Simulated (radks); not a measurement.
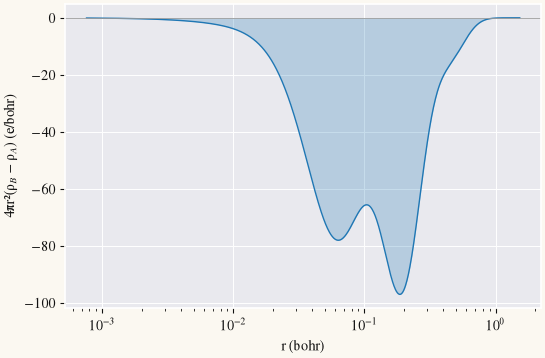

Two charge states of dysprosium were computed: Dy³⁴⁺ in [Ar] 3d10 4s2 4p2 (4p1/2: 2); Dy⁶¹⁺ in [He] 2s2 2p1 (2p1/2: 1). Theory: Dirac Kohn-Sham, LB94 model potential, spin-unpolarised, spherical densities, finite nucleus (computed with the in-house radial solver radks).

The plot shows the radial density of run B less that of run A; on the logarithmic r axis, areas aren't charges.

Q: Which run is A and which is B? Where does the charge move?

Answer: A is Dy³⁴⁺ in [Ar] 3d10 4s2 4p2 (4p1/2: 2); B is Dy⁶¹⁺ in [He] 2s2 2p1 (2p1/2: 1). B holds hardly more charge than A anywhere and 27 electrons fewer where it is negative (most at r = 0.19 bohr), a net change of −27.
